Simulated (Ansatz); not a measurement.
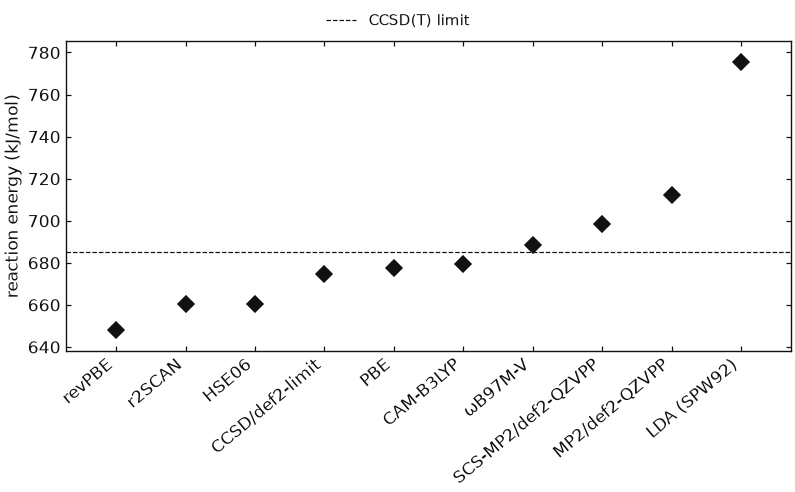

Electronic reaction energy of BH₂S₂F (FB(S)S) → BH₂S₂ (S[B]S) [doublet] + F ([F]) [doublet] (SMILES in brackets) at several levels (functionals in def2-TZVPP unless a basis is named), isolated molecules at PBE0-D4 triple-zeta geometries, minima by their frequencies, no zero-point or thermal terms, the Ansatz code 0.2.0. The line is frozen-core CCSD(T) at the basis limit (MP2 extrapolated from triple and quadruple zeta, plus CCSD(T) less MP2 in a smaller set). No dispersion term is added to revPBE, r2SCAN, HSE06, PBE and CAM-B3LYP. The distance of SCS-MP2/def2-QZVPP and MP2/def2-QZVPP to the limit includes basis error. The limit lies 15.3 kJ/mol from CCSD(T)/def2-TZVPP, so the line itself is uncertain by a part of that.

Question: What range do the values span, the line included?

Answer: From 648.2 kJ/mol (revPBE) to 775.3 kJ/mol (LDA (SPW92)).

Question: Give the values.

Answer:
```tsv
level	kJ/mol	less CCSD(T) limit
revPBE	648.2	−36.9
r2SCAN	660.2	−24.9
HSE06	660.3	−24.8
CCSD/def2-limit	674.7	−10.4
PBE	677.7	−7.4
CAM-B3LYP	679.3	−5.8
ωB97M-V	688.3	3.2
SCS-MP2/def2-QZVPP	698.5	13.4
MP2/def2-QZVPP	712.1	27.0
LDA (SPW92)	775.3	90.2
CCSD(T) limit	685.1	0.0
```
